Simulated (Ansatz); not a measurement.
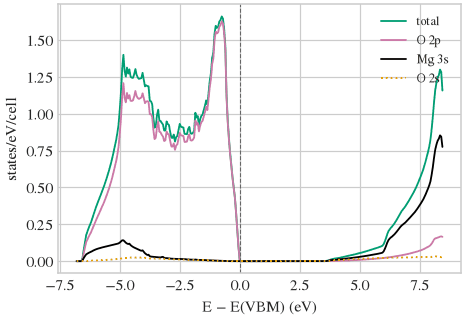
Total and projected density of states of MgO (CsCl type, Pm-3m), r²SCAN in the plane-wave PAW code Ansatz

**Question.** Which orbitals carry the states next to the gap?

**Answer.** Top 1 eV of the valence band: O 2p 98 %. Bottom 1 eV of the conduction band: Mg 3s 54 %, O 2s 35 %, O 2p 9 %. Projections are on Löwdin-orthogonalised atomic valence shells; empty p or d shells of many metals are not among them.

**Question.** Where is the tallest occupied peak in this window, and what makes it?

**Answer.** Near -0.8 eV, about 1.7 states/eV per cell; the largest projected share is O 2p.

This is a known high-pressure phase of the composition, computed here at zero pressure and temperature. Symmetry was held in the r²SCAN relaxation. At this level the phase is mechanically unstable.

Potentials: the later of the program's two PAW sets.
